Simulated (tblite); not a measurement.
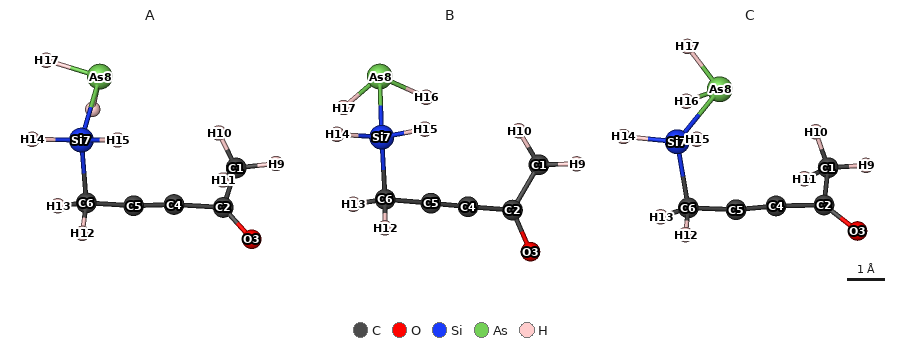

3 geometries from one relaxation of C$_{5}$H$_{9}$AsOSi, in shuffled order. Style: ball-and-stick. Shown at a tilt.

Computed with GFN2-xTB geometry optimisation, gas phase in tblite 0.8.0. 

Question: Order the frames from highest to lowest energy.

Answer: B, A, C. They are steps 0, 109, 198, at +42.1 kJ/mol, +7.63 kJ/mol relative to the last. Over 198 geometry steps the energy falls by 42.1 kJ/mol. The largest move after the best rigid fit is that of H17, 2.38 Å. Largest moves by element: H 2.38 Å, O 1.40 Å, As 1.14 Å, C 0.53 Å, Si 0.27 Å. Some distances before and after: C6–Si7 1.864 → 1.934 Å, As8–H17 1.565 → 1.501 Å, C2–O3 1.263 → 1.209 Å, As8–H16 1.554 → 1.502 Å. Bond angles that change, for instance: As8–Si7–H14 109.5° → 118.3°, C1–C2–C4 120.9° → 112.6°, C4–C5–C6 178.8° → 173.2°. Groups turn about Si7–As8 by about 115°, C1–C2 by about 55°, C6–Si7 by about 25°.
